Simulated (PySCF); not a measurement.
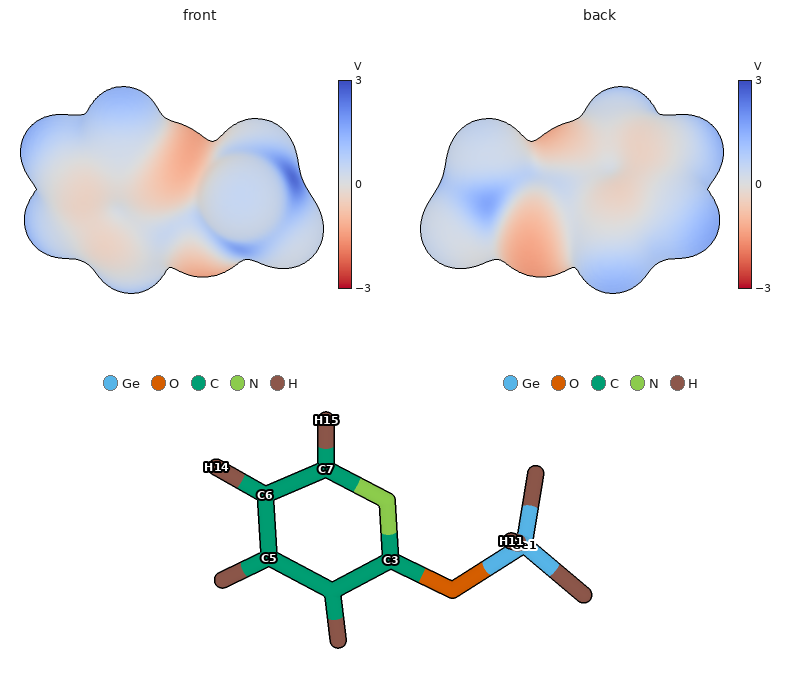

C5H7GeNO (SMILES [GeH3][O]c1ccccn1). The molecular electrostatic potential painted on the density surface at 0.004 e/bohr³, seen from the front and from behind; the colour scale runs from red (negative) to blue (positive). The bare structure is drawn below in the same view.

Geometry: PBE0-D3(BJ)/def2-SVP.

Method: PBE0/def2-SVPD, SCF density, gas phase (PySCF).

```xyz
15

Ge   -2.6793    0.1835   -0.0161
O    -1.2865   -0.6363   -0.8782
C    -0.0706   -0.2915   -0.4723
C     1.0646   -0.8619   -1.0755
C     2.3086   -0.4663   -0.6122
C     2.3973    0.4717    0.4232
C     1.2130    0.9725    0.9479
N     0.0107    0.5988    0.5093
H    -3.8565   -0.4658   -0.7620
H    -2.6831   -0.2024    1.4667
H    -2.6348    1.6956   -0.2606
H     0.9394   -1.5882   -1.8792
H     3.2146   -0.8870   -1.0559
H     3.3615    0.8035    0.8108
H     1.2259    1.7087    1.7591
```

Question: Where is the surface potential most negative and most positive?

Answer: The most negative region (about −1.4 V) lies over O2, the most positive (about +2.2 V) over Ge1. O2 is the likeliest acceptor of a hydrogen bond.
